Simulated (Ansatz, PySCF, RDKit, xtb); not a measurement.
**CH2Si+: a search for the lowest isomer**

Task: start from the formula CH2Si+ (charge +1, odd number of electrons), draw up candidate structures, narrow them down in stages, and characterise the one that lies lowest at 298.15 K.

The funnel: GFN2-xTB relaxations, single points with a density functional, relaxations at PBE0-D4/def2-TZVP, harmonic vibrations, and a last energy at a higher level. All values are calculated.

3 further runs of the same task are left out: 3 set aside as unsound or not needed.

## Step 1: Drawing up candidates

All bonding patterns within simple valence rules are listed by program: one Lewis structure each, at most two rings and one unusual centre or charged pair. O–O, O–halogen and N–halogen bonds and N–N–N chains are not drawn. That gives 1 candidate.

```
label       SMILES     spin
 c145  [CH]=[SiH+]  doublet
```

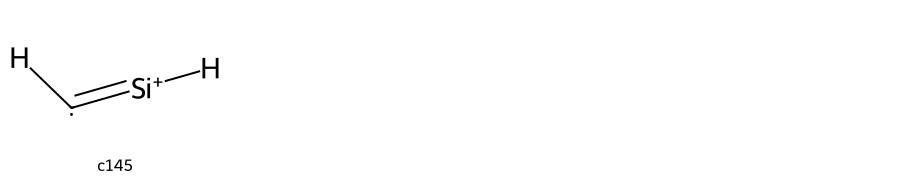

Structural formulas of the candidates.

Candidates are built by distance geometry, with a force field where one applies, in up to four conformers (letters a to d). 16 starts with atoms placed at random are added, to find patterns that the rules miss.

## Step 2: First filter: tight binding

All 17 starts are relaxed the same way. One of them, c996 (atoms placed at random), in full:

Input file start.xyz:

```xyz
4
c996
C     -0.717910     0.419260     0.426130
Si     0.242200    -1.119860    -1.455030
H      0.495140     0.847550    -0.099900
H     -1.036520    -0.079590     1.499940
```

On the command line:

```
$ xtb start.xyz --gfn 2 --opt --chrg 1 --uhf 1
```

Log, cut to the lines that bear on the results:

```text
* xtb version 6.7.1
[...]
          :  # basis functions                  16          :
[...]
          :  # electrons                         9          :
[...]
          :  Hamiltonian                  GFN2-xTB          :
[...]
          :  net charge                          1          :
          :  unpaired electrons                  1          :
[...]
   *** convergence criteria satisfied after 21 iterations ***
[...]
   *** GEOMETRY OPTIMIZATION CONVERGED AFTER 16 ITERATIONS ***
[...]
   *** convergence criteria satisfied after 3 iterations ***
[...]
         ::                     SUMMARY                     ::
         :::::::::::::::::::::::::::::::::::::::::::::::::::::
         :: total energy              -4.312728067612 Eh    ::
         :: gradient norm              0.000364002541 Eh/a0 ::
         :: HOMO-LUMO gap              2.597424364933 eV    ::
         ::.................................................::
         :: SCC energy                -4.364765558514 Eh    ::
         :: -> isotropic ES            0.114994186249 Eh    ::
         :: -> anisotropic ES         -0.014359583472 Eh    ::
         :: -> anisotropic XC         -0.008238630742 Eh    ::
         :: -> dispersion             -0.000986773689 Eh    ::
         :: repulsion energy           0.052037490902 Eh    ::
         :: add. restraining           0.000000000000 Eh    ::
         :: total charge               1.000000000000 e     ::
         :::::::::::::::::::::::::::::::::::::::::::::::::::::
[...]
         5        1.0000           -0.6315551             -17.1855 (HOMO)
         6                         -0.5361015             -14.5881 (LUMO)
[...]
     #   Z          covCN         q      C6AA      α(0)
     1   6          2.731    -0.090    30.223     9.000
     2  14          0.882     0.681   207.958    31.337
     3   1          0.925     0.204     1.076     1.622
     4   1          0.925     0.204     1.077     1.623
[...]
     #   Z sym  total        # sym  WBO       # sym  WBO       # sym  WBO
 ---------------------------------------------------------------------------
     1   6      3.324 --     2      1.512     3      0.906     4      0.906
     2  14      1.616 --     1      1.512
     3   1      0.958 --     1      0.906
     4   1      0.958 --     1      0.906
 ---------------------------------------------------------------------------
[...]
molecular dipole:
                 x           y           z       tot (Debye)
 q only:       -0.297      -1.034      -1.002
   full:       -0.310      -0.960      -0.920       3.471
molecular quadrupole (traceless):
[...]
          | TOTAL ENERGY               -4.312728067612 Eh   |
          | GRADIENT NORM               0.000364002541 Eh/α |
          | HOMO-LUMO GAP               2.597424364933 eV   |
           -------------------------------------------------
[...]
```

Run time: 0.034 s. Hardware: 1 thread of Arm Neoverse V2, shared host.

## Step 3: The minima found

17 of the 17 relaxations converged; 14 ended on a minimum already found. 3 distinct structures remain:

```
label             start     SMILES after     spin  energy (kcal/mol)           note
 c121            random      [CH2][Si] ‡  doublet                0.0               
 c761  random and drawn      [CH]=[SiH+]  doublet               18.4               
 c137            random  [H][H][Si][C] ‡  doublet              100.2  loosely bound
```

‡ marks the bonded skeleton alone, with all bonds drawn single: no Lewis structure was assigned that passes a check against the bond lengths.

GFN2-xTB has no spin polarisation, so it can't rank spin states and is rough for open shells.

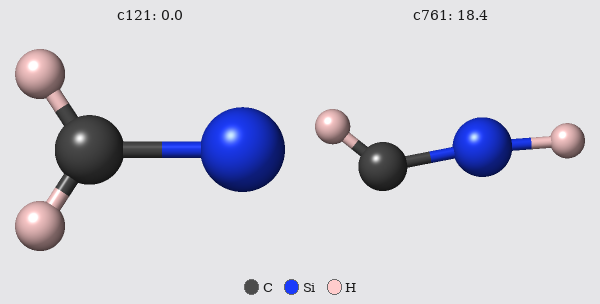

The 2 lowest minima that did not fall apart, with their GFN2-xTB energies in kcal/mol.

## Step 4: Second filter: single points

A choice of the minima (the low ones first, few conformers of a pattern, up to a cap) and the lowest that fell apart get a single point at r2SCAN-D4/def2-SVP on the tight-binding geometry, and one at HF/STO-3G for comparison. The first, c121:

Input file input.yaml:

```yaml
crystal:
  periodic: [false, false, false]
  atoms:
    - {symbol: C, position_ang: [0.185715, 0.671079, 0.107341]}
    - {symbol: Si, position_ang: [-1.191704, 1.505968, 0.992513]}
    - {symbol: H, position_ang: [0.844810, -0.054183, 0.583645]}
    - {symbol: H, position_ang: [0.414429, 0.852916, -0.942399]}
basis:
  gaussian:
    orbitals: def2-SVP
scf:
  lower_state_search: off
magnetization:
  spin_polarized: true
  initial_magnetization: 1
hamiltonian:
  xc: r2scan
  dispersion: d4
total_charge: 1
```

On the command line:

```
$ ansatz run input.yaml --threads 1 --pin off --max-ram 2610MiB --events-out events.jsonl --progress --plain --runs-dir runs
```

Log, cut to the lines that bear on the results:

```text
Warning: RAYON_NUM_THREADS=1 ignored (pool sized by the plan → 1); use --threads N
Functional definition: r2SCAN
  name "r2SCAN"
[...]
470 factors; their error is unknown
[...]
mean field -8931.08080261 eV, -328.2111657920 hartree, gradient 6.0e-6 eV, S^2 0.755335; 0 other end points of the search recorded, 0 dependent functions left out
reference -8931.08081142 eV, -328.2111661158 hartree; 11, 10 occupied and 31, 32 virtual orbitals, 470 factors
Total energy: -8931.08923015 eV, -328.2114754984 hartree
Checks for a lower state left out: stability, starts, cluster_reference, orbital_swaps, neighbouring_geometries, increment
```

It took 1.3 s on 1 thread of Arm Neoverse V2, shared host.

Relative energies in kcal/mol, each column from its lowest structure that stays in one piece:

```
label           SMILES     spin  GFN2-xTB  HF/STO-3G  r2SCAN-D4/def2-SVP
 c121      [CH2][Si] ‡  doublet       0.0        0.0                 0.0
 c761      [CH]=[SiH+]  doublet      18.4       74.2                56.0
 c137  [H][H][Si][C] ‡  doublet     100.2      159.7               146.5
```

‡ marks the bonded skeleton alone, with all bonds drawn single: no Lewis structure was assigned that passes a check against the bond lengths.

## Step 5: Relaxing the best candidates

2 candidates are relaxed at PBE0-D4/def2-TZVP (chosen among the lowest in one piece). The first, c121:

Edit input.yaml of step 4 so:

```diff
@@ -9,5 +9,4 @@
   gaussian:
-    orbitals: def2-SVP
-scf:
-  lower_state_search: off
+    orbitals: def2-TZVP
+total_charge: 1
 magnetization:
@@ -16,4 +15,5 @@
 hamiltonian:
-  xc: r2scan
+  xc: pbe0
   dispersion: d4
-total_charge: 1
+relax:
+  f_tol: 0.003
```

On the command line:

```
$ ansatz run input.yaml --threads 1 --pin off --max-ram 2610MiB --events-out events.jsonl --progress --plain --runs-dir runs
```

Log, cut to the lines that bear on the results:

```text
Warning: RAYON_NUM_THREADS=1 ignored (pool sized by the plan → 1); use --threads N
[...]
Functional definition: PBE0
  name "PBE0"
[...]
536 factors; their error is unknown
[...]
mean field -8931.83448571 eV, -328.2388631349 hartree, gradient 6.6e-5 eV, S^2 0.754090; 4 other end points of the search recorded, 0 dependent functions left out
[...]
reference -8931.83450955 eV, -328.2388640110 hartree; 11, 10 occupied and 69, 70 virtual orbitals, 536 factors
relax step   1: F+E_penalty+E_count = -8931.86774497 eV  Δ(F+E_penalty+E_count) = +0.000e0 eV  max|allowed force component| = 5.936e-1 eV/Å  Δτ_max = 0.0000 Å  (53 SCF iters, accepted)
[...]
relax step   5: F+E_penalty+E_count = -8931.87824168 eV  Δ(F+E_penalty+E_count) = -3.034e-5 eV  max|allowed force component| = 1.700e-2 eV/Å  Δτ_max = 0.0047 Å  (41 SCF iters, accepted)
[...]
relax step   6: F+E_penalty+E_count = -8931.87828913 eV  Δ(F+E_penalty+E_count) = -4.745e-5 eV  max|allowed force component| = 3.153e-4 eV/Å  Δτ_max = 0.0033 Å  (42 SCF iters, accepted)
536 factors; their error is unknown
[...]
mean field -8931.84498558 eV, -328.2392489981 hartree, gradient 2.2e-5 eV, S^2 0.754057; 5 other end points of the search recorded, 0 dependent functions left out
[...]
reference -8931.84500936 eV, -328.2392498719 hartree; 11, 10 occupied and 69, 70 virtual orbitals, 536 factors
Total energy: -8931.87831291 eV, -328.2404737548 hartree
Atom 0 at     0.176677     0.675040     0.112308 Å, force    -0.000094    -0.000315    -0.000065 eV/Å
Atom 1 at    -1.176459     1.498159     0.983477 Å, force     0.000005     0.000095     0.000014 eV/Å
Atom 2 at     0.841968    -0.052715     0.586341 Å, force     0.000071     0.000076     0.000061 eV/Å
Atom 3 at     0.411065     0.855296    -0.941025 Å, force     0.000018     0.000145    -0.000010 eV/Å
Dipole moment:     0.031717    -0.019309    -0.020428 e Å
```

Run time: 14 s. Hardware: 1 thread of Arm Neoverse V2, shared host.

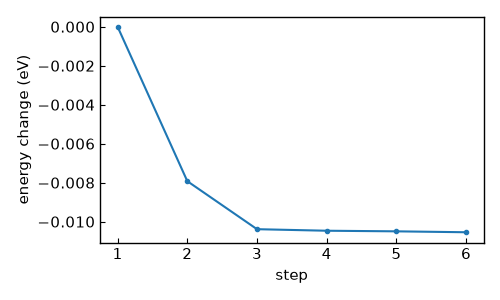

Energy along the run, all evaluated steps.

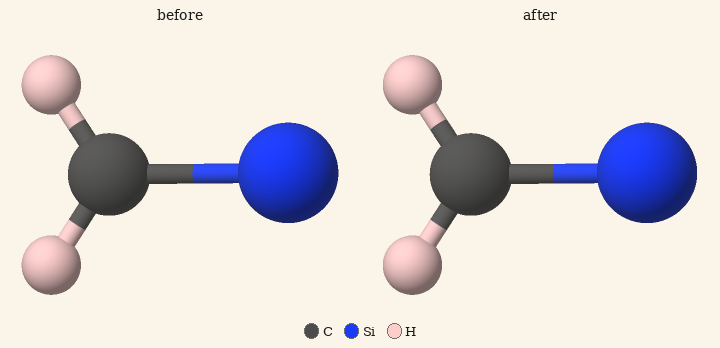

Before and after, at one scale.

After the run. Bond lengths: C1–Si2 1.808 Å, C1–H3 1.094 Å, C1–H4 1.094 Å. Angles: Si2–C1–H3 123.3°, Si2–C1–H4 123.3°, H3–C1–H4 113.4°.

## Step 6: The relaxed candidates

```
label     spin  r2SCAN-D4/def2-SVP (kcal/mol)  PBE0-D4/def2-TZVP, relaxed (kcal/mol)  time
 c121  doublet                            0.0                                    0.0  14 s
 c761  doublet                           56.0                                   46.8  26 s
```

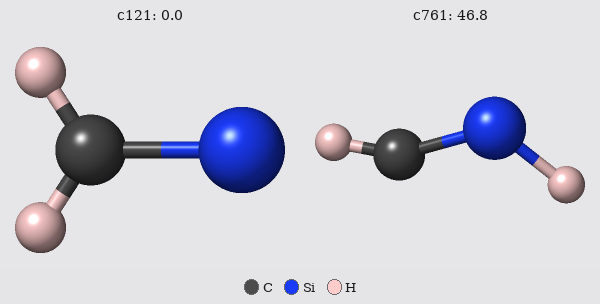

The relaxed structures, with energies at PBE0-D4/def2-TZVP in kcal/mol.

## Step 7: Vibrations and thermal terms

The lowest few in one piece go on as finalists. Harmonic vibrations at PBE0-D4/def2-TZVP test each finalist and give the zero-point energy and the thermal terms. The first, c121:

Input file input.yaml:

```yaml
basis:
  gaussian: {orbitals: def2-TZVP}
crystal:
  periodic: [false, false, false]
  atoms:
    - {symbol: C, position_ang: [0.176677, 0.675040, 0.112308]}
    - {symbol: Si, position_ang: [-1.176459, 1.498159, 0.983477]}
    - {symbol: H, position_ang: [0.841968, -0.052715, 0.586341]}
    - {symbol: H, position_ang: [0.411065, 0.855296, -0.941025]}
total_charge: 1
magnetization: {spin_polarized: true, initial_magnetization: 1}
hamiltonian: {xc: {name: PBE0}, dispersion: d4}
scf: {lower_state_search: "off"}
phonons: {}
```

On the command line:

```
$ ansatz run input.yaml --threads 1 --pin off --max-ram 2610MiB --events-out events.jsonl --progress --plain --runs-dir runs
```

Log, cut to the lines that bear on the results:

```text
Warning: RAYON_NUM_THREADS=1 ignored (pool sized by the plan → 1); use --threads N
[... 2 set-up lines as earlier in the session ...]
[...]
536 factors; their error is unknown
[...]
mean field -8931.84498558 eV, -328.2392489981 hartree, gradient 7.5e-6 eV, S^2 0.754057; 0 other end points of the search recorded, 0 dependent functions left out
[...]
reference -8931.84500936 eV, -328.2392498719 hartree; 11, 10 occupied and 69, 70 virtual orbitals, 536 factors
[...]
536 factors; their error is unknown
mean field -8931.84489229 eV, -328.2392455698 hartree, gradient 9.6e-7 eV, S^2 0.754056; 0 other end points of the search recorded, 0 dependent functions left out
[...]
reference -8931.84491607 eV, -328.2392464436 hartree; 11, 10 occupied and 69, 70 virtual orbitals, 536 factors
[...]
536 factors; their error is unknown
[...]
536 factors; their error is unknown
mean field -8931.84489091 eV, -328.2392455191 hartree, gradient 1.8e-6 eV, S^2 0.754062; 0 other end points of the search recorded, 0 dependent functions left out
[...]
reference -8931.84491469 eV, -328.2392463930 hartree; 11, 10 occupied and 69, 70 virtual orbitals, 536 factors
Total energy: -8931.87831291 eV, -328.2404737548 hartree
Atom 0 at     0.176677     0.675040     0.112308 Å, force    -0.000069    -0.000328    -0.000072 eV/Å
Atom 1 at    -1.176459     1.498159     0.983477 Å, force    -0.000007     0.000101     0.000022 eV/Å
Atom 2 at     0.841968    -0.052715     0.586341 Å, force     0.000060     0.000085     0.000054 eV/Å
Atom 3 at     0.411065     0.855296    -0.941025 Å, force     0.000016     0.000142    -0.000004 eV/Å
Dipole moment:     0.031717    -0.019309    -0.020428 e Å
Vibrations: 472.76 670.04 819.02 1340.14 3078.13 3167.60 cm⁻¹, zero-point energy 0.591881 eV
Checks for a lower state left out: stability, starts, cluster_reference, orbital_swaps, neighbouring_geometries, increment
```

It took 27 s on 1 thread of Arm Neoverse V2, shared host.

## Step 8: Zero-point energy and free-energy terms

At 298.15 K and 1 atm, ideal gas, rigid rotor and harmonic oscillator:

```
label       SMILES     spin  point group  lowest mode (cm⁻¹)  zero-point (kcal/mol)  G − E (kcal/mol)
 c121  [CH2][Si] ‡  doublet          C2v                 473                   13.6              -0.9
 c761  [CH]=[SiH+]  doublet           Cs                 437                   11.5              -3.4
```

‡ marks the bonded skeleton alone, with all bonds drawn single: no Lewis structure was assigned that passes a check against the bond lengths.

## Step 9: Last filter: a higher level

Single points at CCSD(T)/def2-TZVPP on the refined geometries decide the order.

c121, CCSD(T)/def2-TZVPP:

Input file input.yaml:

```yaml
crystal:
  periodic: [false, false, false]
  atoms:
    - {symbol: C, position_ang: [0.176677, 0.675040, 0.112308]}
    - {symbol: Si, position_ang: [-1.176459, 1.498159, 0.983477]}
    - {symbol: H, position_ang: [0.841968, -0.052715, 0.586341]}
    - {symbol: H, position_ang: [0.411065, 0.855296, -0.941025]}
basis:
  gaussian: {orbitals: def2-TZVPP}
total_charge: 1
magnetization: {spin_polarized: true, initial_magnetization: 1}
correlation: {method: ccsd_t, frozen_orbitals: {Si: 5, H: 0, C: 1}}
scf: {omitted_lower_state_checks: [cluster_reference]}
```

On the command line:

```
$ ansatz run input.yaml --threads 1 --pin off --max-ram 2610MiB --events-out events.jsonl --progress --plain --runs-dir runs
```

Log, cut to the lines that bear on the results:

```text
Warning: RAYON_NUM_THREADS=1 ignored (pool sized by the plan → 1); use --threads N
Functional definition: HF
  name "HF"
[...]
591 factors; integrals over basis functions are off by at most 1.0e-3 eV
[...]
mean field -8915.29690734 eV, -327.6311183396 hartree, gradient 2.7e-6 eV, S^2 0.758710; 10 other end points of the search recorded, 0 dependent functions left out
6 core orbitals not correlated: weight in the atoms' cores, before any rotation towards them, 1.000 or more for the frozen orbitals, at most 0.000 for the correlated occupied ones
reference -8915.29690734 eV, -327.6311183396 hartree; 5, 4 occupied and 90, 91 virtual orbitals, 591 factors
second order -5.62182638 eV of doubles, -0.00000000 eV of singles
cycle   1  -6.20073865 eV  change   -5.8e-1 eV  update   6.7e-2
[...]
cycle  10  -6.48653116 eV  change    5.8e-6 eV  update   1.1e-5
perturbative correction -0.23450018 eV, -0.0086177228 hartree
Total energy: -8922.01793868 eV, -327.8781116857 hartree
Checks for a lower state left out: cluster_reference
```

It took 11 s on 1 thread of Arm Neoverse V2, shared host; peak memory 0.58 GiB.

## Step 10: c761 at CCSD(T)/def2-TZVPP

Input file input.yaml:

```yaml
crystal:
  periodic: [false, false, false]
  atoms:
    - {symbol: C, position_ang: [-1.128880, 0.003353, 0.566446]}
    - {symbol: Si, position_ang: [0.517742, 0.523161, 0.550369]}
    - {symbol: H, position_ang: [1.536120, -0.348601, -0.095255]}
    - {symbol: H, position_ang: [-2.172640, 0.148627, 0.829722]}
basis:
  gaussian:
    orbitals: def2-TZVPP
total_charge: 1
magnetization:
  spin_polarized: true
  initial_magnetization: 1
correlation:
  method: ccsd_t
  frozen_orbitals: {Si: 5, H: 0, C: 1}
scf:
  omitted_lower_state_checks: [cluster_reference]
```

On the command line:

```
$ ansatz run input.yaml --threads 1 --pin off --max-ram 2610MiB --events-out events.jsonl --progress --plain --runs-dir runs
```

Log, cut to the lines that bear on the results:

```text
Warning: RAYON_NUM_THREADS=1 ignored (pool sized by the plan → 1); use --threads N
[... 2 set-up lines as earlier in the session ...]
[...]
591 factors; integrals over basis functions are off by at most 8.9e-4 eV
[...]
mean field -8913.74123404 eV, -327.5739484002 hartree, gradient 1.4e-6 eV, S^2 1.551366; 8 other end points of the search recorded, 0 dependent functions left out
6 core orbitals not correlated: weight in the atoms' cores, before any rotation towards them, 1.000 or more for the frozen orbitals, at most 0.000 for the correlated occupied ones
reference -8913.74123404 eV, -327.5739484002 hartree; 5, 4 occupied and 90, 91 virtual orbitals, 591 factors
second order -4.80781651 eV of doubles, -0.00000000 eV of singles
cycle   1  -5.40617502 eV  change   -6.0e-1 eV  update   7.6e-2
[...]
cycle  16  -5.94511914 eV  change   -6.4e-6 eV  update   1.0e-5
perturbative correction -0.31027136 eV, -0.0114022621 hartree
Total energy: -8919.99662454 eV, -327.8038297611 hartree
Checks for a lower state left out: cluster_reference
```

Wall time 12 s (1 thread of Arm Neoverse V2, shared host); peak memory 0.57 GiB.

The reference is strongly spin-contaminated for c761 (⟨S²⟩ 1.55), so the correlated energies there are unreliable.

## Step 11: The ranking

Energies in kcal/mol from c121; G adds the thermal terms to the CCSD(T)/def2-TZVPP energy. The columns left of the relaxed level are at the tight-binding geometries.

```
label       SMILES     spin  GFN2-xTB  HF/STO-3G  r2SCAN-D4/def2-SVP  PBE0-D4/def2-TZVP  HF/def2-TZVPP  MP2/def2-TZVPP  CCSD(T)/def2-TZVPP     G  share at equilibrium     T1
 c121  [CH2][Si] ‡  doublet       0.0        0.0                 0.0                0.0            0.0             0.0                 0.0   0.0               100.0 %  0.014
 c761  [CH]=[SiH+]  doublet      18.4       74.2                56.0               46.8           35.9            54.6                46.6  44.1               < 0.1 %  0.075
```

‡ marks the bonded skeleton alone, with all bonds drawn single: no Lewis structure was assigned that passes a check against the bond lengths.

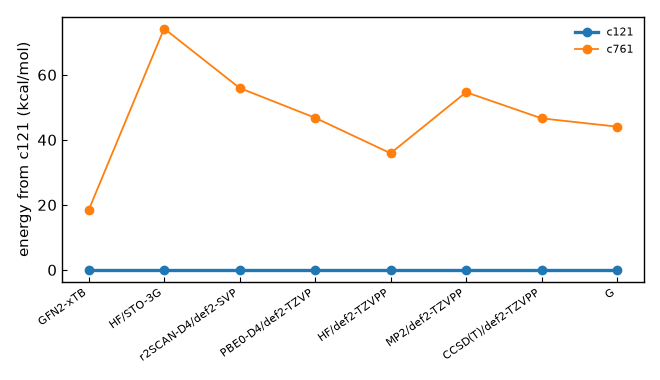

The finalists at each level, measured from c121.

Lowest found: c121, `[CH2][Si]` ‡, a doublet of point group C2v. Bond lengths: C1–Si2 1.808 Å, C1–H3 1.094 Å, C1–H4 1.094 Å. Angles: Si2–C1–H3 123.3°, Si2–C1–H4 123.3°, H3–C1–H4 113.4°.

```xyz
4

C     0.1767    0.6750    0.1123
Si   -1.1765    1.4982    0.9835
H     0.8420   -0.0527    0.5863
H     0.4111    0.8553   -0.9410
```

‡ marks the bonded skeleton alone, with all bonds drawn single: no Lewis structure was assigned that passes a check against the bond lengths.

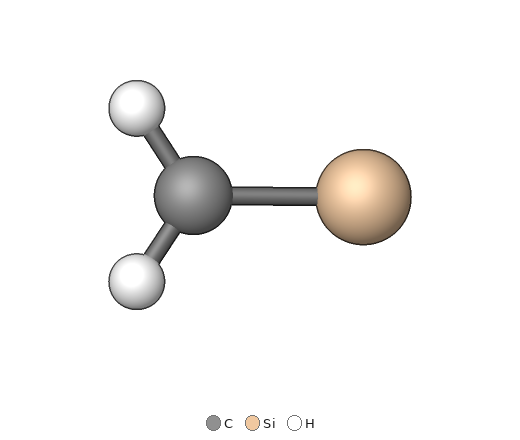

The lowest structure found, seen from a chosen angle (carbon grey, silicon light orange, hydrogen white).

## Step 12: Density, orbitals and dipole (PBE0/def2-TZVPD)

Input file input.yaml:

```yaml
crystal:
  periodic: [false, false, false]
  atoms:
    - {symbol: C, position_ang: [0.176677, 0.675040, 0.112308]}
    - {symbol: Si, position_ang: [-1.176459, 1.498159, 0.983477]}
    - {symbol: H, position_ang: [0.841968, -0.052715, 0.586341]}
    - {symbol: H, position_ang: [0.411065, 0.855296, -0.941025]}
basis:
  gaussian:
    orbitals: def2-TZVPD
total_charge: 1
magnetization:
  spin_polarized: true
  initial_magnetization: 1
hamiltonian:
  xc: {name: PBE0}
output: {forces: true, orbitals: {seedname: orbitals}}
```

On the command line:

```
$ ansatz run input.yaml --threads 1 --pin off --max-ram 2610MiB --events-out events.jsonl --progress --plain --runs-dir runs
```

Log, cut to the lines that bear on the results:

```text
Warning: RAYON_NUM_THREADS=1 ignored (pool sized by the plan → 1); use --threads N
[... 2 set-up lines as earlier in the session ...]
[...]
572 factors; their error is unknown
[...]
mean field -8931.85086484 eV, -328.2394650570 hartree, gradient 2.6e-5 eV, S^2 0.754086; 4 other end points of the search recorded, 0 dependent functions left out
[...]
reference -8931.85088874 eV, -328.2394659353 hartree; 11, 10 occupied and 87, 88 virtual orbitals, 572 factors
Total energy: -8931.85088874 eV, -328.2394659353 hartree
Atom 0 at     0.176677     0.675040     0.112308 Å, force    -0.001874     0.000780     0.001094 eV/Å
Atom 1 at    -1.176459     1.498159     0.983477 Å, force    -0.002087     0.001363     0.001360 eV/Å
Atom 2 at     0.841968    -0.052715     0.586341 Å, force     0.002178    -0.001471    -0.000575 eV/Å
Atom 3 at     0.411065     0.855296    -0.941025 Å, force     0.001782    -0.000672    -0.001880 eV/Å
Dipole moment:     0.032272    -0.019645    -0.020785 e Å
```

Run time: 3.3 s. Hardware: 1 thread of Arm Neoverse V2, shared host.

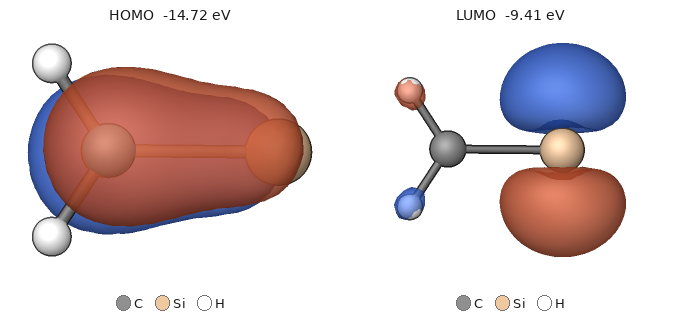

Frontier orbitals of this run (spin up), surfaces at ±0.2 Å^-3/2.

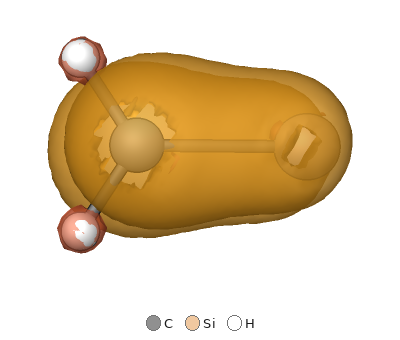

Spin density, surfaces at ±0.03 e/Å³.

[end of part 1 of 2]
